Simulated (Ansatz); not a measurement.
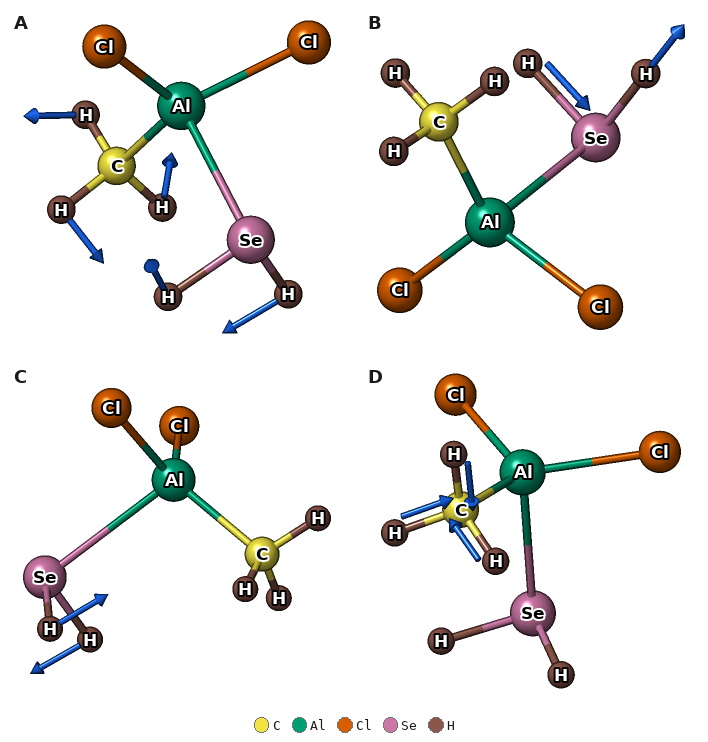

4 normal modes of one molecule or complex, as arrows. Harmonic vibrations computed with RKS PBE0-D4/def2-TZVP (Ansatz 0.2.0) at a stationary point of the same level.

Match the panels to the wavenumbers 103 cm⁻¹, 460 cm⁻¹, 2454 cm⁻¹, 3040 cm⁻¹.

A: 103 cm⁻¹, a torsion or out-of-plane motion in which bond lengths and bond angles hardly change
B: 2454 cm⁻¹, out-of-phase stretching of 2 Se–H bonds
C: 460 cm⁻¹, Al–Se–H bending
D: 3040 cm⁻¹, in-phase stretching of 3 C–H bonds
